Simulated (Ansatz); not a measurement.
Run report: Si2NH6OF, molecular dynamics (part 2 of 2)

Si2NH6OF; RKS PBE0/STO-3G (Ansatz 0.2.0). It belongs to a series of runs on one base structure; here: dynamics from the start.

Geometry of the input (Å):
```
Si 0.0717  -0.0010  0.0506
F  -0.0518  -0.1637  1.6768
N  1.7768  0.1632  -0.3319
H  2.2753  -0.7526  -0.3211
H  1.9386  0.5520  -1.2848
Si -1.0453  1.8292  -0.6947
H  -2.4627  1.5696  -0.7848
H  -0.8570  2.9585  0.1844
H  -0.5826  2.2032  -2.0101
O  -0.4386  -1.4996  -0.6015
H  -1.3851  -1.6262  -0.2551
```

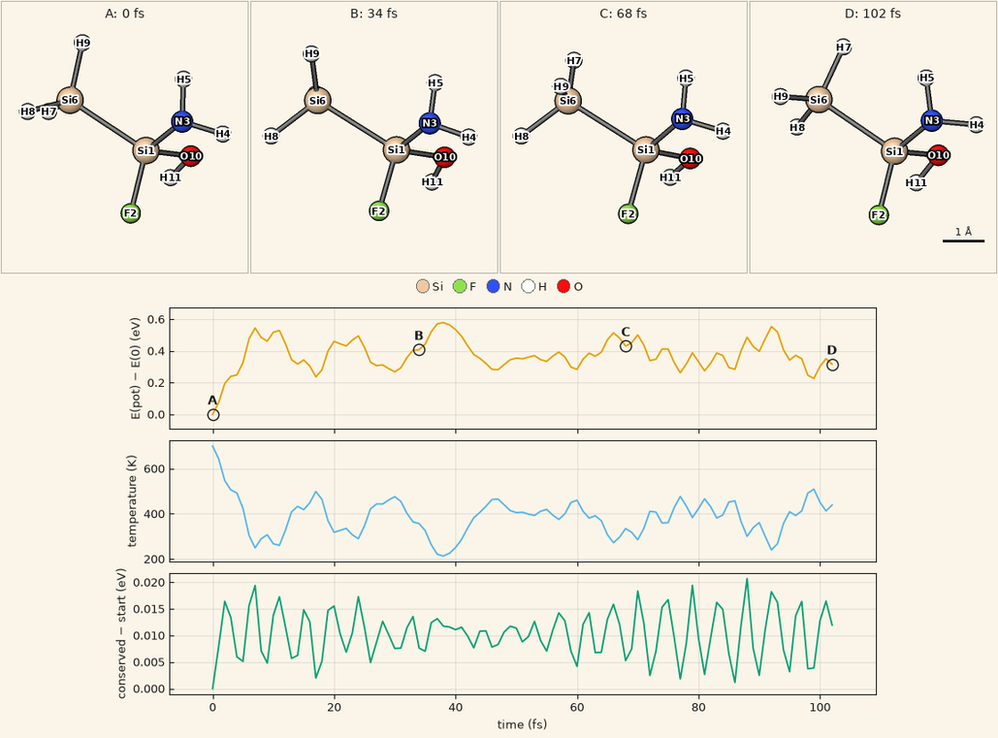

**Figure 1.** Frames of the molecular dynamics (ball-and-stick, seen at a tilt) above the curves, on which the letters mark them. The trajectory kept here has 103 frames over 102 fs. The temperature starts at 700 K, ranges from 213 to 700 K and averages 387 K over the second half. The potential energy ends 0.316 eV above its first value. The conserved quantity stays within 0.021 eV. After an unweighted best fit of the last frame on the first, the root-mean-square displacement is 1.08 Å, and H7 has moved furthest (2.00 Å).

```
Total energy: -21825.26607104 eV, -802.0637344141 hartree
Atom 0 at     0.084109     0.001767     0.069489 Å, force     0.585489     0.911625     0.366185 eV/Å
Atom 1 at     0.011298    -0.129716     1.718011 Å, force     0.141154    -0.009554    -0.553872 eV/Å
Atom 2 at     1.752097     0.089223    -0.470178 Å, force     1.532673    -1.329495    -1.106880 eV/Å
Atom 3 at     2.244679    -0.866010    -0.696693 Å, force    -1.318594     1.810478     0.704936 eV/Å
Atom 4 at     1.826168     0.609012    -1.388476 Å, force    -0.072716    -0.209818     0.594272 eV/Å
Atom 5 at    -1.046767     1.833717    -0.704214 Å, force     1.117480    -1.214213    -0.029558 eV/Å
Atom 6 at    -0.848639     1.709023    -2.145176 Å, force    -0.434451     0.471088     0.342437 eV/Å
Atom 7 at    -2.376275     1.538030    -0.286820 Å, force    -0.695986     0.380897    -0.210329 eV/Å
Atom 8 at    -0.577693     3.092809    -0.180393 Å, force    -0.104421     0.055641    -0.111837 eV/Å
Atom 9 at    -0.508942    -1.465542    -0.534407 Å, force    -1.591543    -0.439180     0.906832 eV/Å
Atom 10 at    -1.374249    -1.534009     0.047117 Å, force     0.840913    -0.427468    -0.902187 eV/Å
Dipole moment:    -0.269181     0.126659    -0.206577 e Å
```

Trajectory as extended XYZ (Å, eV, eV/Å), 19 of the 103 frames kept, from step=0 to step=102:
```
11
Properties=species:S:1:pos:R:3:forces:R:3 step=0 time_fs=0.0 energy=-21825.58167 temperature=700.0
Si    0.0717   -0.0010    0.0506    0.0004  -0.0049  -0.0006
F    -0.0518   -0.1637    1.6768   -0.0003  -0.0002   0.0013
N     1.7768    0.1632   -0.3319   -0.0084   0.0042   0.0047
H     2.2753   -0.7526   -0.3211    0.0030  -0.0043  -0.0017
H     1.9386    0.5520   -1.2848    0.0019  -0.0006  -0.0038
Si   -1.0453    1.8292   -0.6947    0.0024   0.0007  -0.0010
H    -2.4627    1.5696   -0.7848    0.0002  -0.0008  -0.0002
H    -0.8570    2.9585    0.1844    0.0006  -0.0002   0.0005
H    -0.5826    2.2032   -2.0101   -0.0017   0.0003  -0.0008
O    -0.4386   -1.4996   -0.6015   -0.0001   0.0076   0.0041
H    -1.3851   -1.6262   -0.2551    0.0021  -0.0018  -0.0026
11
Properties=species:S:1:pos:R:3:forces:R:3 step=6 time_fs=6.0 energy=-21825.10594 temperature=304.5
Si    0.0633    0.0000    0.0388   -0.6159  -0.5759   0.2024
F    -0.0317   -0.1380    1.6586   -0.0923  -0.1463   0.4689
N     1.7739    0.1513   -0.3232   -1.0886  -0.6463   2.3411
H     2.3106   -0.7329   -0.2584    0.0292  -0.0635  -0.2077
H     1.8998    0.5476   -1.2232    0.8281   0.8952  -2.5145
Si   -1.0696    1.8393   -0.6870    2.3187  -0.3804   0.0240
H    -2.4824    1.5964   -0.8762    0.1355   0.3487  -0.3614
H    -0.7447    2.8715    0.2754   -0.5859   0.0265  -0.0415
H    -0.1485    2.1526   -1.8069   -1.4244   0.1175   0.0809
O    -0.4346   -1.5243   -0.6009   -1.1328  -0.4363   0.3633
H    -1.3990   -1.7651   -0.2532    1.6283   0.8609  -0.3555
11
Properties=species:S:1:pos:R:3:forces:R:3 step=11 time_fs=11.0 energy=-21825.05262 temperature=260.1
Si    0.0506   -0.0051    0.0298   -0.6720  -1.0700  -0.1872
F    -0.0161   -0.1185    1.6494   -0.1612  -0.2193   0.6096
N     1.7611    0.1457   -0.3078    1.0462   1.2142  -2.7010
H     2.3360   -0.7312   -0.2608   -0.4985   0.0901   0.0795
H     1.9799    0.5499   -1.3129   -0.5918  -0.9152   2.3504
Si   -1.0719    1.8434   -0.6793    1.6366  -0.5997   1.0685
H    -2.4581    1.7012   -1.0375    0.0170   0.1836  -0.2449
H    -0.7858    2.8202    0.3515   -0.6246   0.0489  -0.0853
H    -0.0875    2.1523   -1.6603   -0.4408   0.6177  -1.1158
O    -0.4301   -1.5453   -0.6003    2.0420   0.8357  -0.5832
H    -1.3166   -1.7549   -0.2359   -1.7530  -0.1861   0.8093
11
Properties=species:S:1:pos:R:3:forces:R:3 step=17 time_fs=17.0 energy=-21825.34567 temperature=498.8
Si    0.0301   -0.0210    0.0179    0.7045  -0.1922  -0.1123
F    -0.0004   -0.0988    1.6478   -0.3124  -0.2547   0.3209
N     1.7545    0.1509   -0.3123   -0.8399   0.3619   0.6643
H     2.2544   -0.7389   -0.2241    0.3616  -0.7940   0.2042
H     2.0171    0.5024   -1.2316    0.0581   0.5369  -1.0384
Si   -1.0577    1.8427   -0.6626    0.5558   0.6022  -1.2072
H    -2.3863    1.8675   -1.2736    0.3028  -0.4178   0.4915
H    -1.0113    2.7886    0.4312   -0.0956   0.0378  -0.1412
H    -0.1801    2.3212   -1.7469   -0.4332   0.0487   0.6284
O    -0.4134   -1.5627   -0.6003   -0.3986   0.3144   0.4223
H    -1.3208   -1.7044   -0.1519    0.0969  -0.2431  -0.2325
11
Properties=species:S:1:pos:R:3:forces:R:3 step=23 time_fs=23.0 energy=-21825.11405 temperature=307.0
Si    0.0167   -0.0393    0.0050    1.1442   0.9225   0.4791
F     0.0098   -0.0837    1.6518   -0.4133  -0.2967  -0.1987
N     1.7434    0.1591   -0.3163   -0.8027  -1.3137   1.8601
H     2.1780   -0.7935   -0.1712    0.1765   0.7750  -0.4646
H     2.0035    0.4998   -1.2311    0.4250   0.2914  -1.5740
Si   -1.0374    1.8484   -0.6559   -0.5699   1.1034  -0.6043
H    -2.2725    1.8939   -1.3813   -0.7161  -0.9350   0.3419
H    -1.2664    2.7592    0.4580    0.3334  -0.2319  -0.1782
H    -0.3431    2.5336   -1.7124    0.9482   0.1276   0.3389
O    -0.4023   -1.5738   -0.5933   -1.9965  -0.3952   0.9536
H    -1.3323   -1.7284   -0.1156    1.4712  -0.0474  -0.9538
11
Properties=species:S:1:pos:R:3:forces:R:3 step=28 time_fs=28.0 energy=-21825.27015 temperature=443.1
Si    0.0153   -0.0476   -0.0021    0.3746   0.7789   0.8435
F     0.0126   -0.0752    1.6530   -0.4207  -0.3255  -0.4176
N     1.7252    0.1597   -0.3097    1.1092   0.4505  -2.3166
H     2.1959   -0.7687   -0.2149    0.1914  -0.0631   0.0465
H     1.9971    0.4659   -1.3267   -0.8015  -0.5441   1.9700
Si   -1.0246    1.8629   -0.6581   -1.3938   0.2736  -1.1439
H    -2.3045    1.6968   -1.3716    0.6393  -0.3593   0.3654
H    -1.4108    2.6848    0.4455    0.1591   0.1029   0.5296
H    -0.2994    2.7262   -1.5636    0.3885  -0.2412   0.1437
O    -0.4061   -1.5841   -0.5806    1.5850   0.3882  -0.8339
H    -1.2676   -1.8171   -0.1796   -1.8311  -0.4609   0.8133
11
Properties=species:S:1:pos:R:3:forces:R:3 step=34 time_fs=34.0 energy=-21825.17459 temperature=356.6
Si    0.0180   -0.0479   -0.0004    0.0160   0.7036   1.1019
F     0.0090   -0.0706    1.6481   -0.4132  -0.3615  -0.1504
N     1.7195    0.1556   -0.3227   -0.4114   0.3562   0.6319
H     2.2455   -0.7121   -0.2415    0.6558  -1.2272   0.4249
H     1.8761    0.4122   -1.2867    0.3467   0.7742  -1.7259
Si   -1.0220    1.8847   -0.6690   -0.0455  -0.3209   1.2260
H    -2.2120    1.3697   -1.2936   -0.0847   0.5956  -0.7242
H    -1.5150    2.5862    0.5214    0.2530  -0.3374  -0.4062
H    -0.1611    2.8566   -1.3448   -0.5115  -0.5572  -0.2856
O    -0.4076   -1.5990   -0.5702   -0.0211  -0.2133  -0.1971
H    -1.3024   -1.9181   -0.2031    0.2158   0.5878   0.1047
11
Properties=species:S:1:pos:R:3:forces:R:3 step=40 time_fs=40.0 energy=-21825.04740 temperature=250.3
Si    0.0209   -0.0404    0.0133    0.3354   0.3864   0.1214
F    -0.0020   -0.0725    1.6412   -0.3452  -0.3662   0.5362
N     1.7243    0.1506   -0.3485    0.7647  -1.0947   0.3654
H     2.3201   -0.7399   -0.2066   -0.9914   1.3233  -0.5422
H     1.8062    0.4366   -1.3410    0.6206  -0.1527  -0.4270
Si   -1.0230    1.8989   -0.6692   -0.1053  -2.5255   0.6449
H    -2.0947    1.2456   -1.4116    0.0674   1.1518  -0.4391
H    -1.5670    2.4221    0.5372   -0.3578   0.4273   0.2842
H    -0.1282    2.8577   -1.2331   -0.0642   0.2033  -0.6553
O    -0.4053   -1.6155   -0.5648   -1.4954  -0.0759   0.6757
H    -1.3498   -1.8681   -0.1670    1.5711   0.7230  -0.5643
11
Properties=species:S:1:pos:R:3:forces:R:3 step=45 time_fs=45.0 energy=-21825.26022 temperature=433.0
Si    0.0265   -0.0309    0.0257    0.9287  -0.1833  -1.1570
F    -0.0160   -0.0791    1.6421   -0.2280  -0.3018   0.8456
N     1.7321    0.1452   -0.3743   -0.4255   1.5649  -1.6496
H     2.3039   -0.6887   -0.2503    0.5293  -1.1547   0.2190
H     1.8725    0.4146   -1.4027   -0.1603  -0.2990   1.3202
Si   -1.0248    1.8902   -0.6616    0.2193  -0.7530   0.1036
H    -1.9957    1.4154   -1.6317   -0.1107   0.5383   0.1452
H    -1.6701    2.3648    0.5687    0.0995   0.1986  -0.7718
H    -0.1325    2.8862   -1.2922   -0.5647  -0.5399   0.4923
O    -0.4080   -1.6233   -0.5569    1.6100   1.4831  -0.2204
H    -1.2985   -1.7361   -0.1543   -1.8976  -0.5532   0.6729
11
Properties=species:S:1:pos:R:3:forces:R:3 step=51 time_fs=51.0 energy=-21825.23202 temperature=407.0
Si    0.0430   -0.0210    0.0290    0.8452  -0.3358  -1.0119
F    -0.0363   -0.0919    1.6560   -0.0086  -0.1224   0.2809
N     1.7425    0.1480   -0.4171   -0.7902  -0.0250   1.8203
H     2.2718   -0.7168   -0.2740    0.4077  -0.7896   0.3844
H     1.9365    0.3808   -1.3747    0.0038   0.7564  -1.8778
Si   -1.0275    1.8684   -0.6532   -0.9064  -0.6505  -1.4354
H    -1.9020    1.7600   -1.8265   -0.1343  -0.6557   0.7676
H    -1.7900    2.3769    0.4395   -0.2013   0.3720   0.3003
H    -0.2106    2.8499   -1.2557    1.0916   0.7143   0.4228
O    -0.4089   -1.6098   -0.5400   -0.8540   1.0764   0.7594
H    -1.3574   -1.6730   -0.1310    0.5465  -0.3400  -0.4108
11
Properties=species:S:1:pos:R:3:forces:R:3 step=57 time_fs=57.0 energy=-21825.18921 temperature=374.9
Si    0.0676   -0.0157    0.0209   -0.5159  -0.1854   0.4696
F    -0.0567   -0.1068    1.6744    0.2766   0.0785  -0.6803
N     1.7518    0.1495   -0.4487    0.8226  -1.8677   0.9434
H     2.2491   -0.8089   -0.2507   -0.7370   2.0653  -0.8802
H     1.9218    0.4194   -1.4477   -0.0792  -0.3927   0.2896
Si   -1.0378    1.8443   -0.6587    0.2676   2.3908  -0.2288
H    -1.8631    1.9120   -1.8270   -0.2222  -0.8421  -0.3818
H    -1.9223    2.4687    0.3342    0.5579  -0.5159  -0.0559
H    -0.0597    2.9129   -1.0353   -0.5009  -0.9758   0.6354
O    -0.4168   -1.5731   -0.5117   -1.4202  -0.1905   0.3054
H    -1.3999   -1.7262   -0.1743    1.5507   0.4355  -0.4164
11
Properties=species:S:1:pos:R:3:forces:R:3 step=62 time_fs=62.0 energy=-21825.19612 temperature=380.9
Si    0.0847   -0.0132    0.0172   -1.2585  -0.0101   1.2699
F    -0.0701   -0.1184    1.6815    0.4535   0.1898  -1.0098
N     1.7601    0.1401   -0.4622   -1.0700   1.9750  -0.5675
H     2.2351   -0.7318   -0.3515    1.3095  -2.0899   0.2608
H     1.8805    0.3944   -1.4745   -0.1328  -0.0254   0.4903
Si   -1.0457    1.8415   -0.6679   -0.2408   0.1602  -0.0621
H    -1.8658    1.8279   -1.8724    0.6211  -0.2223  -0.0117
H    -1.9369    2.4501    0.2699   -0.2413  -0.3046   0.6110
H     0.0109    2.7971   -0.7089    0.2952   0.4928  -0.6057
O    -0.4278   -1.5403   -0.4886    2.3999  -0.1102  -1.2013
H    -1.3428   -1.7209   -0.2172   -2.1357  -0.0553   0.8260
11
Properties=species:S:1:pos:R:3:forces:R:3 step=68 time_fs=68.0 energy=-21825.15135 temperature=334.6
Si    0.0912   -0.0091    0.0269   -0.9003   0.6137   1.0980
F    -0.0786   -0.1291    1.6743    0.4996   0.2460  -0.5054
N     1.7685    0.1347   -0.4783    0.2512  -0.3819   0.7385
H     2.3091   -0.7620   -0.4515   -0.2866   0.0071   0.3523
H     1.8078    0.3781   -1.4723    0.0184   0.5398  -0.9789
Si   -1.0545    1.8424   -0.6773    1.1984  -0.0007   1.6631
H    -1.7083    1.6700   -1.9499    0.2354   0.4156  -0.2035
H    -2.0006    2.3195    0.3297    0.0827  -0.3680  -0.4549
H     0.1010    2.7444   -0.4940   -0.9124   0.1260  -1.0168
O    -0.4289   -1.5130   -0.4755   -0.9512  -1.4271  -0.5544
H    -1.4029   -1.6313   -0.1721    0.7649   0.2295  -0.1379
11
Properties=species:S:1:pos:R:3:forces:R:3 step=74 time_fs=74.0 energy=-21825.16993 temperature=359.2
Si    0.0875    0.0014    0.0483    0.4231   0.5346  -0.4915
F    -0.0783   -0.1355    1.6589    0.3649   0.1723   0.6780
N     1.7806    0.1309   -0.4939    0.6963  -1.4067   0.2080
H     2.3230   -0.8329   -0.4767   -1.4342   2.0825  -0.2756
H     1.7399    0.4363   -1.5048    0.3842  -0.4030   0.3535
Si   -1.0517    1.8403   -0.6715    0.7910  -1.4304  -0.0434
H    -1.4588    1.6355   -2.0554   -0.2326   0.3338   0.4386
H    -2.0794    2.0988    0.2946   -0.4146   0.2905  -0.2194
H    -0.0138    2.8017   -0.5860    0.1186   0.9425  -0.1572
O    -0.4370   -1.5121   -0.4773   -2.1271  -0.6439   0.1938
H    -1.4228   -1.4959   -0.1084    1.4304  -0.4721  -0.6847
11
Properties=species:S:1:pos:R:3:forces:R:3 step=79 time_fs=79.0 energy=-21825.19367 temperature=383.2
Si    0.0880    0.0147    0.0624    0.9797  -0.2410  -1.5799
F    -0.0728   -0.1385    1.6543    0.2940   0.1016   1.2804
N     1.7862    0.1265   -0.5019   -2.1780   2.8754   0.6118
H     2.2083   -0.7664   -0.5282    1.4022  -2.9775  -0.0305
H     1.7657    0.4349   -1.4966    0.1156   0.1010  -0.0854
Si   -1.0404    1.8293   -0.6639    1.0108   0.6422  -0.3406
H    -1.3103    1.6856   -2.0706   -0.6063  -0.2735  -0.0008
H    -2.2157    1.9646    0.1769    0.0424   0.3562  -0.3865
H    -0.1598    3.0165   -0.7218   -0.6572  -0.5578   0.6355
O    -0.4584   -1.5205   -0.4823    1.6836   0.4807  -0.7247
H    -1.3700   -1.5019   -0.1216   -2.0868  -0.5074   0.6204
11
Properties=species:S:1:pos:R:3:forces:R:3 step=85 time_fs=85.0 energy=-21825.28667 temperature=452.0
Si    0.0965    0.0274    0.0635   -0.3727  -1.1132  -0.7721
F    -0.0609   -0.1400    1.6684    0.3987   0.1526   0.6790
N     1.7745    0.1345   -0.4999    0.6976  -1.8765   0.1041
H     2.1508   -0.8793   -0.5863   -0.4118   1.4004   0.3136
H     1.8187    0.4459   -1.4995   -0.2627   0.2451   0.0362
Si   -1.0196    1.8219   -0.6594   -1.3402   0.6556  -1.2282
H    -1.2939    1.6647   -2.0768    0.0269  -0.3785   0.1610
H    -2.3472    1.9032   -0.0688    0.3443  -0.0139   0.0985
H    -0.4739    3.1511   -0.6974    0.4440   0.0444   0.6395
O    -0.4815   -1.5239   -0.4922   -0.5798   0.5468   0.2198
H    -1.4476   -1.6301   -0.1243    1.0558   0.3373  -0.2514
11
Properties=species:S:1:pos:R:3:forces:R:3 step=91 time_fs=91.0 energy=-21825.10424 temperature=299.2
Si    0.1013    0.0271    0.0557   -1.1684  -1.0643   0.9017
F    -0.0419   -0.1389    1.6942    0.4400   0.1846  -0.4287
N     1.7663    0.1259   -0.4942    0.6495  -2.0310   0.2058
H     2.1025   -0.9084   -0.5890   -0.2434   1.8599  -0.1059
H     1.8046    0.5210   -1.4644    0.0389  -0.1950   0.0135
Si   -1.0117    1.8237   -0.6684   -1.6882   0.9577  -0.7246
H    -1.2714    1.5401   -2.0598    0.5993   0.3351  -0.3021
H    -2.3999    1.8352   -0.2784    0.0103  -0.3423   0.6540
H    -0.6836    3.2399   -0.4701    0.5790  -0.7212  -0.1378
O    -0.4999   -1.5122   -0.5036   -0.5768   0.2392   0.1884
H    -1.4495   -1.7009   -0.1102    1.3598   0.7774  -0.2645
11
Properties=species:S:1:pos:R:3:forces:R:3 step=96 time_fs=96.0 energy=-21825.20985 temperature=392.2
Si    0.0958    0.0169    0.0560   -0.4900  -0.3856   1.2608
F    -0.0201   -0.1355    1.7111    0.3263   0.1081  -0.8493
N     1.7616    0.1051   -0.4852   -1.0881   2.2543   0.3542
H     2.1180   -0.8153   -0.6221    1.1652  -2.3990  -0.3974
H     1.7959    0.5594   -1.4237    0.1735  -0.0260   0.0456
Si   -1.0210    1.8315   -0.6836   -1.6917  -0.5232  -0.0340
H    -1.1136    1.5107   -2.0943    0.3152   0.7952  -0.1145
H    -2.4326    1.7052   -0.3001    0.6013  -0.0517   0.0939
H    -0.6983    3.1942   -0.2972    0.4490  -0.2777  -0.3883
O    -0.5082   -1.4939   -0.5157    2.0003   0.7077  -0.9404
H    -1.3695   -1.6246   -0.0677   -1.7609  -0.2019   0.9694
11
Properties=species:S:1:pos:R:3:forces:R:3 step=102 time_fs=102.0 energy=-21825.26605 temperature=439.0
Si    0.0841    0.0018    0.0695    0.5855   0.9116   0.3662
F     0.0113   -0.1297    1.7180    0.1412  -0.0096  -0.5539
N     1.7521    0.0892   -0.4702    1.5327  -1.3295  -1.1069
H     2.2447   -0.8660   -0.6967   -1.3186   1.8105   0.7049
H     1.8262    0.6090   -1.3885   -0.0727  -0.2098   0.5943
Si   -1.0468    1.8337   -0.7042    1.1175  -1.2142  -0.0296
H    -0.8486    1.7090   -2.1452   -0.4345   0.4711   0.3424
H    -2.3763    1.5380   -0.2868   -0.6960   0.3809  -0.2103
H    -0.5777    3.0928   -0.1804   -0.1044   0.0556  -0.1118
O    -0.5089   -1.4655   -0.5344   -1.5915  -0.4392   0.9068
H    -1.3742   -1.5340    0.0471    0.8409  -0.4275  -0.9022
```
